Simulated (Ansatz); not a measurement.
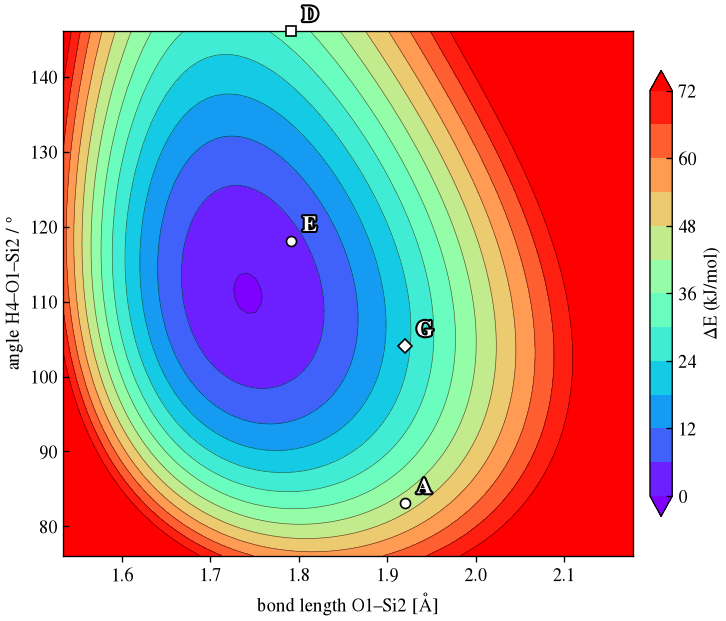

H2IOSi, SMILES O[SiH-]I, charge −1. The first coordinate is: bond length O1–Si2; the second: angle H4–O1–Si2. Nothing is relaxed (all other coordinates rigid). Grid: 11 × 11 points. Energies are in kJ/mol, from the lowest grid point. Computed with Ansatz 0.2.0, RKS CAM-B3LYP-D4/def2-SVPD.

The picture shows filled contours, one colour for all values above the top of the scale, lettered points. Between grid points the surface is interpolated.

What kind of point is each of A, E, G: minimum, saddle, maximum or slope?

A: on a slope; E: on a slope; G: on a slope. (In these two coordinates alone; a stationary point may lie a little off the grid point.)

Rank the lettered points by energy, lowest first.

E (4.2 kJ/mol), G (23 kJ/mol), D (33 kJ/mol), A (45 kJ/mol).
